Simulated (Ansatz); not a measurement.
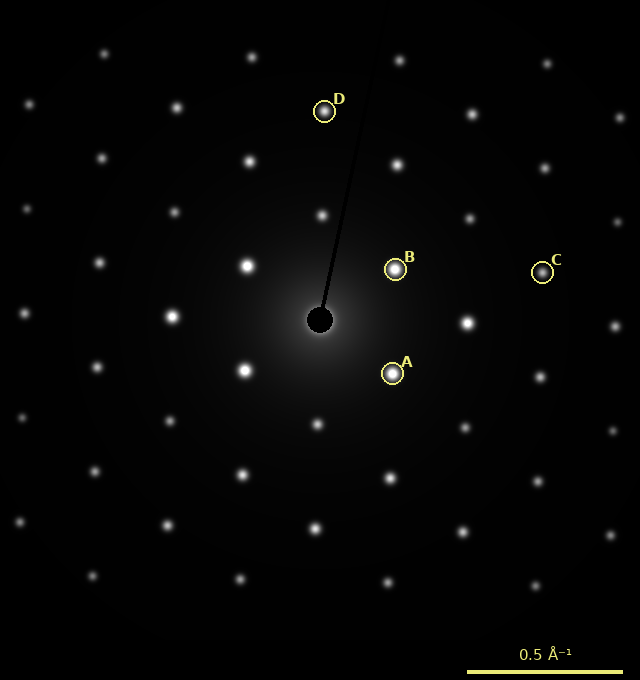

Simulated selected-area electron diffraction pattern (100 kV, kinematic approximation, thin crystal, B = 0.8 Å² for all atoms). The zone axis points towards the electron source and the pattern is seen from the source side.

SbP, space group F-43m (No. 216), a = 5.907 Å. Structure: the end point of a relaxation (final pressure about 12 GPa) with DFT PBE, scalar-relativistic, plane waves, PAW (Ansatz 0.2.0); the starting structure was generated, so it need not be a known form of this composition.

Spot A is indexed -1 1 -1 and spot B -1 1 1.

Q: Give hkl for C, D.

A: C = A + 2B = -3 3 1 (d = 1.355 Å). D = −2A + 2B = 0 0 4 (d = 1.477 Å).

Q: Find the zone axis.

A: The cross product of A and B is parallel to [110]; every spot obeys hu + kv + lw = 0.

Q: What are the spacings of A and B and the angle between them?

A: d(A) = 3.411 Å, d(B) = 3.411 Å, and the angle is 70.5°.
